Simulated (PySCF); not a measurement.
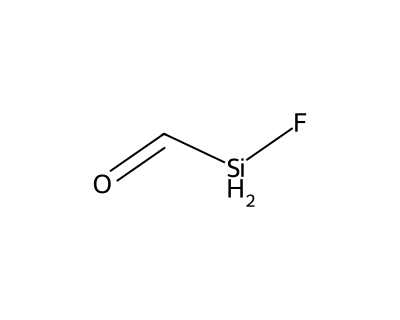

The geometry was computed by an optimisation with PBE0-D3(BJ)/def2-SVP. No frequency run is at hand to confirm it as a minimum. Program: PySCF 2.14.0.

Tabulate HOMO–LUMO gap (eV) at these levels: B3LYP/pcSseg-2; B97-D/pcSseg-2; BLYP/pcSseg-2; BP86/pcSseg-2; KT2/pcSseg-2; KT3/pcSseg-2; LDA/pcSseg-2; OPBE/pcSseg-2; PBE/pcSseg-2; PBE0/pcSseg-2; mPW1PW91/pcSseg-2.

| level | HOMO–LUMO gap (eV) |
| --- | --- |
| B3LYP/pcSseg-2 | 4.97 |
| B97-D/pcSseg-2 | 2.94 |
| BLYP/pcSseg-2 | 2.87 |
| BP86/pcSseg-2 | 2.84 |
| KT2/pcSseg-2 | 3.04 |
| KT3/pcSseg-2 | 3.07 |
| LDA/pcSseg-2 | 2.68 |
| OPBE/pcSseg-2 | 2.86 |
| PBE/pcSseg-2 | 2.80 |
| PBE0/pcSseg-2 | 5.43 |
| mPW1PW91/pcSseg-2 | 5.46 |
